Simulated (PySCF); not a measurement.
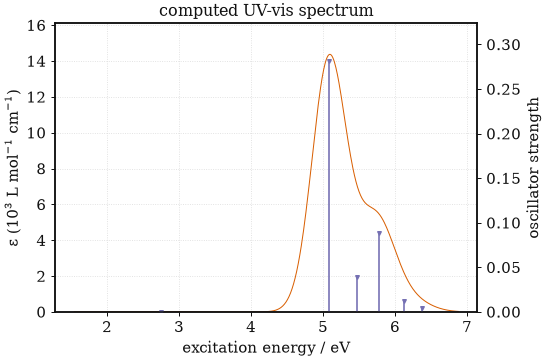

Computed absorption of C₄H₁₂SSi₂, SMILES CC(=S)[C@@H]([SiH3])C[SiH3]. Vertical TDDFT excitations, PBE0/def2-SVPD (IEF-PCM tetrahydrofuran) with PySCF 2.14.0, at a PBE0-D3(BJ)/def2-SVP geometry (no frequency check). Only the first 6 singlet excitations are included; each is broadened by a Gaussian of 1/e half-width 0.33 eV. Sticks give oscillator strengths (right axis).

**Which of the computed transitions is the brightest, and what character does the calculation give it?**

S2 at 5.08 eV (244 nm), f = 0.281, mainly HOMO−1 → LUMO (87 %).

**Does any vertical transition fall in the visible?**

1 singlet level lies below 3.1 eV (beyond 400 nm), with f below 0.001, so absorption there is weak.

Caveats: one conformer of a flexible molecule; core orbitals are frozen in the response.
